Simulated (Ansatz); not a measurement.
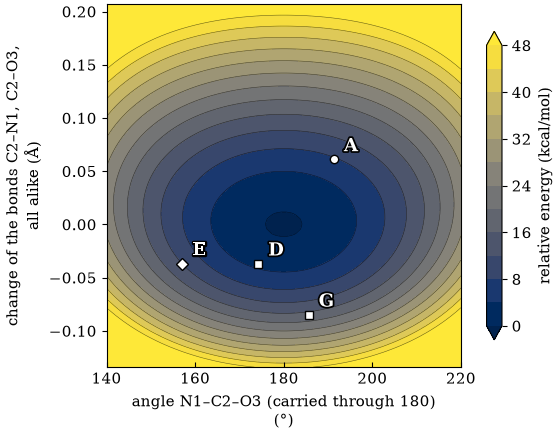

CNO, SMILES [N-]=C=O, charge −1. First axis: angle N1–C2–O3 (carried through 180). Second axis: change of the bonds C2–N1, C2–O3, all alike. Nothing is relaxed (all other coordinates rigid). Grid: 15 × 15 points; 120 points were computed and 105 follow by symmetry. Points are written as (first, second). Energies are in kcal/mol, from the lowest grid point. The restricted reference is unstable at some or all points, so the energies there are unreliable. Method: Ansatz 0.2.0, RHF-MP2, frozen core/def2-TZVPD.

The picture shows filled contours, one colour for all values above the top of the scale, lettered points. Between grid points the surface is interpolated.

Q: What kind of point is each of A, D, E, G: minimum, saddle, maximum or slope?

A: A: on a slope; D: on a slope; E: on a slope; G: on a slope. (In these two coordinates alone; a stationary point may lie a little off the grid point.)

Q: Rank the lettered points by energy, lowest first.

A: D (3.2 kcal/mol), A (7.6 kcal/mol), E (12.0 kcal/mol), G (17.3 kcal/mol).
